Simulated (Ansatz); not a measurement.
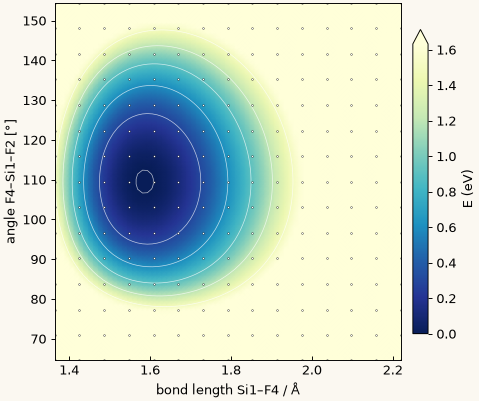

SiF4. Coordinates scanned: (1) bond length Si1–F4; (2) angle F4–Si1–F2. Nothing is relaxed (all other coordinates rigid). The scan uses a 15 × 15 grid. Energies: eV, counted from the lowest grid point. Theory: RKS PBE0-D4/def2-SVP (Ansatz 0.2.0).

The picture shows a smooth colour map with a few white contour lines, dots at the grid points, one colour for all values above the top of the scale. Between grid points the surface is interpolated.

Question: Where is the minimum, and how stiff is the well along each coordinate?

Answer: The interpolated minimum is at bond length Si1–F4 ≈ 1.586 Å, angle F4–Si1–F2 ≈ 109.5°. The curvatures there are about 41 eV/Å² and 7.4 eV/rad², with a cross term of about 0 eV/(Å·rad). Round the minimum the two coordinates are nearly uncoupled.
